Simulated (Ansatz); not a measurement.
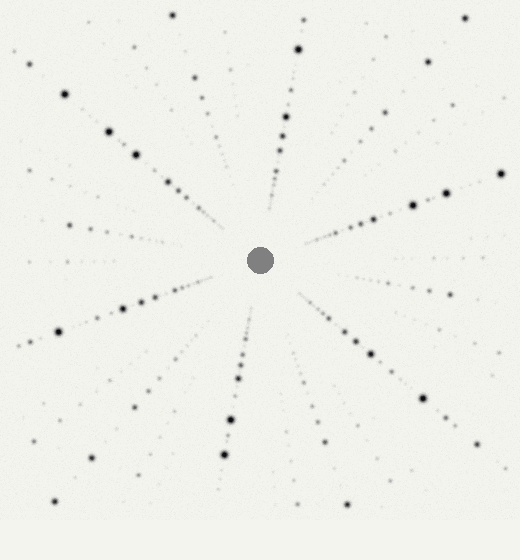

Simulated back-reflection Laue pattern (white X-rays, 0.45 to 2.2 Å, flat plate covering ±45° about the beam, kinematic intensities, seen from the source).

**Which symmetry elements lie along the beam?**

3m: a threefold axis with three mirror lines.

The crystal is KNaF₂, space group R-3m (No. 166), a = 3.57 Å, c = 17.72 Å (hexagonal axes). Structure: the end point of a relaxation with DFT PBE, scalar-relativistic, plane waves, PAW in Ansatz; the starting structure was generated, so it need not be a known form of this composition.

**Which direction points towards the source?**

[001] or one equivalent to it by a rotation of the Laue group. In Laue class -3m no other family of directions with a member of indices 0 and ±1 has this symmetry.
